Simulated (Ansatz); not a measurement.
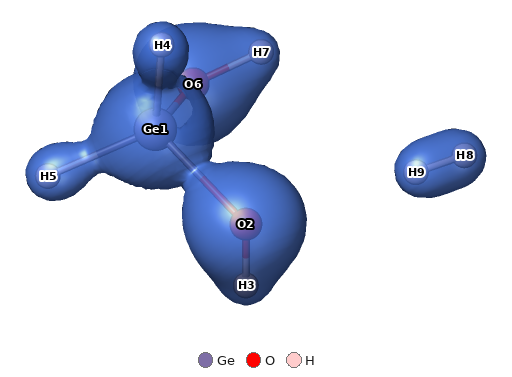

The picture shows: GeH$_{4}$O$_{2}$···H$_{2}$. Isosurface of the electron density at 0.8 e/Å³ (blue), seen at a tilt.

These are results of Ansatz, RKS r2SCAN-D4/def2-SVP, not measurements.

Input

```
crystal:
  periodic: [false, false, false]
  atoms:
    - { symbol: Ge, position_ang: [-0.17842, 0.138702, 0.093079] }
    - { symbol: O, position_ang: [-0.102234, 0.102449, 1.867794] }
    - { symbol: H, position_ang: [-0.941913, 0.350056, 2.275148] }
    - { symbol: H, position_ang: [1.274604, 0.042148, -0.377184] }
    - { symbol: H, position_ang: [-0.906176, 1.396544, -0.398722] }
    - { symbol: O, position_ang: [-1.22375, -1.178501, -0.486009] }
    - { symbol: H, position_ang: [-0.901991, -2.031718, -0.1693] }
    - { symbol: H, position_ang: [1.033726, -2.197996, 0.916658] }
    - { symbol: H, position_ang: [0.868454, -1.859884, 1.526637] }
basis:
  gaussian: { orbitals: def2-SVP }
hamiltonian:
  xc: r2scan
  dispersion: d4
relax:
  f_tol: 0.03
  max_steps: 50
output:
  orbitals: {}
```

Launched as:

```sh
ansatz run input.yaml --threads 2 --pin off --max-ram 3072MiB --backend cpu --events-out ev --progress --plain --runs-dir out
```

The fields are those of the run's last geometry, not of the input's.

Question: How is the density connected at this value?

Answer: At this value the surface falls into two separate pieces. It bridges the sampled Ge–O (1.78 Å), H–H (0.76 Å) and O–H (0.97 Å) contacts, where the density stays above the isovalue. It is pinched off along the sampled O···H (2.51 Å) contacts. On the grid the lowest density along these lines, outside the cores, is 0.06 e/Å³ (O···H, 2.51 Å), 0.93 e/Å³ (Ge–O, 1.78 Å), 1.7 e/Å³ (H–H, 0.76 Å) and 2.3 e/Å³ (O–H, 0.97 Å).
